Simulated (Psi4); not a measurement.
# Si2NH5F (SMILES F[SiH2]N[SiH2]): UM06-L/6-31G(d) (spherical functions)

What is the vertical doublet–quartet gap of Si2NH5F at UM06-L/6-31G* (spherical functions)? 

The calculation is run with Psi4 1.11.

### Step 1. The molecule

Si2NH5F: 9 atoms, total charge 0, spin state doublet. SMILES: `F[SiH2]N[SiH2]`. The coordinates come from a PBE0-D4/def2-TZVP relaxation. This is one conformer, not always the lowest.

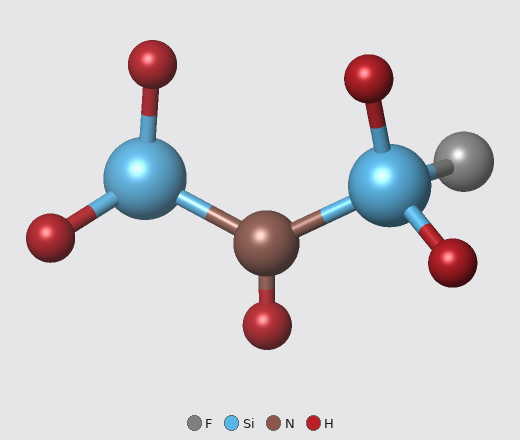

The structure, seen from a chosen angle (fluorine grey, silicon blue, nitrogen brown, hydrogen red).

### Step 2. A single-point energy at UM06-L/6-31G(d) (spherical functions)

Contents of calc.py:

```python
import psi4

psi4.set_memory(2200000000)
psi4.set_num_threads(1)
psi4.set_output_file('fh5nsi2.out', False)

molecule = psi4.geometry("""
0 2
F     -1.778200     1.208900    -1.181800
Si    -0.288000     1.123600    -0.604900
N      0.241500    -0.491400    -0.403000
Si     0.023600    -1.533600     0.967900
H      0.576300     1.799100    -1.598800
H     -0.302800     1.779800     0.718800
H      0.600400    -0.942200    -1.234500
H     -0.246300    -0.650000     2.136200
H      1.261800    -2.340700     1.182700
symmetry c1
""")

options = {'basis': '6-31G*', 'reference': 'uks', 'puream': True, 'e_convergence': 1e-09, 'd_convergence': 1e-08, 'scf_type': 'pk', 'dft_radial_points': 99, 'dft_spherical_points': 590, 'maxiter': 100}
psi4.set_options(options)

e, wfn = psi4.energy('M06-L', return_wfn=True)
psi4.oeprop(wfn, 'MULLIKEN_CHARGES', 'MAYER_INDICES', 'DIPOLE')
print(f'M06-L energy: {e:.10f} Eh')
```

Started as:

```bash
$ python calc.py
```

fh5nsi2.out:

```text
[...]
  Running in c1 symmetry.
[...]
  Nuclear repulsion =  217.045251544568430
[...]
  Multiplicity = 2
[...]
  Nalpha       = 25
  Nbeta        = 24
[...]
    Number of basis functions: 74
[...]
   @UKS iter   1:  -736.26314889931109   -2.60774e-01   1.14114e-02 DIIS/ADIIS
[...]
   @UKS iter  13:  -736.57216077452358   -3.97904e-12   7.94717e-09 DIIS
[...]
   @S^2 Observed:                7.526759806E-01
[...]
    Orbital Energies [Eh]
    ---------------------
    Alpha Occupied:
       1A    -65.871166     2A    -65.834300     3A    -24.488261
       4A    -14.182761     5A     -5.284826     6A     -5.254275
       7A     -3.595957     8A     -3.593973     9A     -3.592419
      10A     -3.565336    11A     -3.564000    12A     -3.562194
      13A     -1.153709    14A     -0.839191    15A     -0.525258
      16A     -0.509581    17A     -0.438226    18A     -0.405404
      19A     -0.392200    20A     -0.377555    21A     -0.340724
      22A     -0.328332    23A     -0.307624    24A     -0.289266
      25A     -0.172245
    Alpha Virtual:
[...]
  @UKS Final Energy:  -736.57216077452358
   => Energetics <=
    Nuclear Repulsion Energy =            217.0452515445684298
    One-Electron Energy =               -1451.6496165755588663
    Two-Electron Energy =                 559.2552365819788065
    DFT Exchange-Correlation Energy =     -61.2230323255118662
    Empirical Dispersion Energy =           0.0000000000000000
    VV10 Nonlocal Energy =                  0.0000000000000000
    Total Energy =                       -736.5721607745235815
  UHF NO Occupations:
  HONO-2 :   23  A 1.9997299
  HONO-1 :   24  A 1.9991105
[...]
 Multipole Moments:
 ------------------------------------------------------------------------------------
     Multipole            Electronic (a.u.)      Nuclear  (a.u.)        Total (a.u.)
 ------------------------------------------------------------------------------------
 L = 1.  Multiply by 2.5417464519 to convert [e a0] to [Debye]
 Dipole X            :         -4.3265353            4.8875406            0.5610054
 Dipole Y            :          1.4050440           -1.6512751           -0.2462311
 Dipole Z            :         -3.1198672            2.9265060           -0.1933612
 Magnitude           :                                                    0.6424526
[...]
  Mulliken Charges: (a.u.)
   Center  Symbol    Alpha    Beta     Spin     Total
       1     F     4.71895  4.71868  0.00027 -0.43763
       2    SI     6.49931  6.49002  0.00929  1.01067
       3     N     3.99387  3.89582  0.09805 -0.88969
       4    SI     7.19965  6.35605  0.84359  0.44430
       5     H     0.57996  0.57570  0.00426 -0.15567
       6     H     0.57471  0.57493 -0.00022 -0.14964
       7     H     0.30614  0.31309 -0.00695  0.38077
       8     H     0.55617  0.54228  0.01389 -0.09845
       9     H     0.57124  0.53343  0.03781 -0.10467
   Total alpha = 25.00000, Total beta = 24.00000, Total charge =  0.00000
[...]
```

The script printed:

```text
M06-L energy: -736.5721607745 Eh
```

Run time: 34 s. Hardware: 1 thread of Intel Xeon 6975P-C (Granite Rapids), shared host; peak memory 1.4 GiB.

### Step 3. The quartet

Contents of fh5nsi2.inp:

```
memory 2200 mb

molecule molecule1 {
  0 4
  F     -1.778200     1.208900    -1.181800
  Si    -0.288000     1.123600    -0.604900
  N      0.241500    -0.491400    -0.403000
  Si     0.023600    -1.533600     0.967900
  H      0.576300     1.799100    -1.598800
  H     -0.302800     1.779800     0.718800
  H      0.600400    -0.942200    -1.234500
  H     -0.246300    -0.650000     2.136200
  H      1.261800    -2.340700     1.182700
  symmetry c1
  no_reorient
  no_com
}

set {
  basis 6-31G*
  reference uks
  puream true
  e_convergence 1e-09
  d_convergence 1e-08
  scf_type pk
  dft_radial_points 99
  dft_spherical_points 590
  maxiter 100
}

e_tot, wfn = energy('m06-l', return_wfn=True)
oeprop(wfn, 'MAYER_INDICES', 'LOWDIN_CHARGES', 'DIPOLE', title='M06-L')
```

Started as:

```bash
$ psi4 -n 1 fh5nsi2.inp fh5nsi2.out
```

fh5nsi2.out:

```text
[...]
  Running in c1 symmetry.
[...]
  Nuclear repulsion =  217.045251544568430
[...]
  Multiplicity = 4
[...]
  Nalpha       = 26
  Nbeta        = 23
[...]
    Number of basis functions: 74
[...]
   @UKS iter   1:  -735.85267900183794    1.49696e-01   1.22031e-02 ADIIS/DIIS
[...]
   @UKS iter  17:  -736.30762068203342   -1.02318e-12   7.39987e-09 DIIS
[...]
   @S^2 Observed:                3.757559334E+00
[...]
    Orbital Energies [Eh]
    ---------------------
    Alpha Occupied:
       1A    -65.902023     2A    -65.843413     3A    -24.524208
       4A    -14.287937     5A     -5.318082     6A     -5.264631
       7A     -3.629640     8A     -3.627740     9A     -3.624372
      10A     -3.576462    11A     -3.574381    12A     -3.571850
      13A     -1.188156    14A     -0.948666    15A     -0.580416
      16A     -0.568620    17A     -0.487032    18A     -0.452725
      19A     -0.427871    20A     -0.415325    21A     -0.402137
      22A     -0.380110    23A     -0.341223    24A     -0.330994
      25A     -0.196775    26A     -0.046887
    Alpha Virtual:
[...]
  @UKS Final Energy:  -736.30762068203342
   => Energetics <=
    Nuclear Repulsion Energy =            217.0452515445684298
    One-Electron Energy =               -1449.7503856892471958
    Two-Electron Energy =                 557.5432346419970600
    DFT Exchange-Correlation Energy =     -61.1457211793516890
    Empirical Dispersion Energy =           0.0000000000000000
    VV10 Nonlocal Energy =                  0.0000000000000000
    Total Energy =                       -736.3076206820334164
  UHF NO Occupations:
  HONO-2 :   24  A 1.0000000
  HONO-1 :   25  A 1.0000000
[...]
 Multipole Moments:
 ------------------------------------------------------------------------------------
     Multipole            Electronic (a.u.)      Nuclear  (a.u.)        Total (a.u.)
 ------------------------------------------------------------------------------------
 L = 1.  Multiply by 2.5417464519 to convert [e a0] to [Debye]
 Dipole X            :         31.0564994          -30.4727786            0.5837207
 Dipole Y            :         -1.9778413            2.5441383            0.5662969
 Dipole Z            :         13.0356972          -13.5508481           -0.5151509
 Magnitude           :                                                    0.9627059
[...]
```

It took 45 s on 1 thread of Intel Xeon 6975P-C (Granite Rapids), shared host; peak memory 1.4 GiB.

### Step 4. Results

Level: UM06-L/6-31G* (spherical functions).

| quantity | value |
| --- | --- |
| doublet: total energy | -736.57216 Eh |
| doublet: dipole moment | 1.63 D |
| doublet: HOMO energy (highest over α and β) | -4.69 eV |
| doublet: LUMO energy (lowest over α and β) | -2.87 eV |
| doublet: ⟨S²⟩ | 0.753 |
| quartet: total energy | -736.30762 Eh |
| quartet: dipole moment | 2.45 D |
| quartet: HOMO energy (highest over α and β) | -1.28 eV |
| quartet: ⟨S²⟩ | 3.758 |
| vertical energy of the quartet above the doublet | 7.199 eV |

In words: At this shape the quartet lies 7.20 eV (695 kJ/mol) above the doublet. Mulliken charges (doublet) run from -0.89 on N3 to +1.01 on Si2. With no_com the log's rotational constants are taken about the origin, not the centre of mass, so they aren't the molecule's.
